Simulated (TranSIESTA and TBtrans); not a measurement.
Junction: Ge chain with one bond stretched by 0.3 Å. Leads: straight Ge chain, spacing 2.4 Å. Geometry: as built, not relaxed.

Method: TranSIESTA and TBtrans, PBE, DZP numerical orbitals (energy shift 0.15 eV), PseudoDojo norm-conserving scalar-relativistic potentials, mesh cutoff 200 Ry, 300 K, no spin polarisation, no spin-orbit coupling; self-consistent non-equilibrium Green functions.

Energies count from the leads' Fermi level. Transmissions are for one spin of a degenerate pair. The energy step is 0.01 eV; narrower resonances are cut or missed.

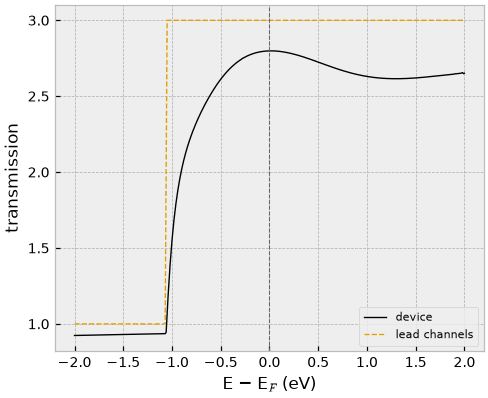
*Transmission against energy*

```
E (eV)     T  lead channels
------  ----  -------------
-2.00   0.92              1
-1.80   0.93              1
-1.60   0.93              1
-1.40   0.93              1
-1.20   0.93              1
-1.00   1.55              3
-0.80   2.25              3
-0.60   2.52              3
-0.40   2.69              3
-0.20   2.77              3
0.00    2.80              3
0.20    2.78              3
0.40    2.75              3
0.60    2.70              3
0.80    2.66              3
1.00    2.63              3
1.20    2.62              3
1.40    2.62              3
1.60    2.63              3
1.80    2.64              3
2.00    2.65              3
```

The straight chain is held at its spacing; free chains may zigzag or dimerise. No spin-polarised start was tried, so a magnetic state, if there is one, is missed.
